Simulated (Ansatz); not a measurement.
Input

```
crystal:
  periodic: [false, false, false]
  atoms:
    - { symbol: Si, position_ang: [-0.207462, -0.185551, -0.402282] }
    - { symbol: Cl, position_ang: [-0.243402, 0.991799, 2.720943] }
    - { symbol: H, position_ang: [0.777258, -0.937988, 0.439937] }
    - { symbol: H, position_ang: [0.114262, 1.278431, -0.433627] }
    - { symbol: H, position_ang: [-0.140087, -0.719753, -1.812911] }
    - { symbol: O, position_ang: [-1.776143, -0.409781, 0.165656] }
    - { symbol: Al, position_ang: [-3.286715, -1.216094, -0.038024] }
    - { symbol: H, position_ang: [-3.421583, -2.294676, -1.204469] }
    - { symbol: H, position_ang: [-4.435024, -0.804196, 0.981155] }
    - { symbol: H, position_ang: [-1.343603, 0.559609, 2.09602] }
basis:
  gaussian: { orbitals: def2-SVP }
hamiltonian:
  xc: pbe
relax:
  f_tol: 0.03
  max_steps: 50
output:
  orbitals: {}
```

Run with:

```sh
ansatz run input.yaml --threads 2 --pin off --max-ram 3072MiB --backend cpu --events-out ev --progress --plain --runs-dir out
```

The fields are those of the run's last geometry, not of the input's.

Computed with Ansatz 0.2.0, RKS PBE/def2-SVP.

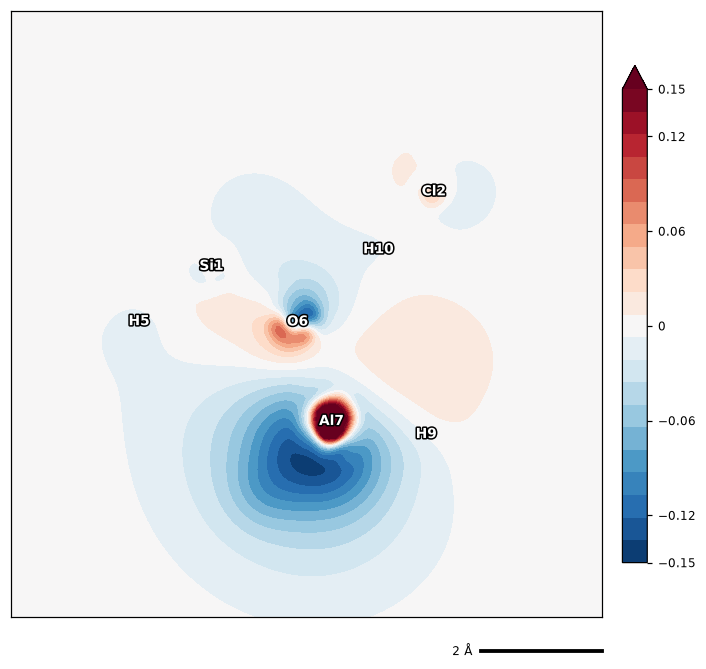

AlH5OSi···HCl. One frontier orbital on the plane of atoms H5, Si1 and O6 (values in Å⁻³ᐟ²; the overall sign is arbitrary).

Which orbital is it: HOMO or LUMO?

Answer. The LUMO, at −2.28 eV. By Hirshfeld shares it lies mainly on Al7 (about 80 %) and O6 (about 10 %).
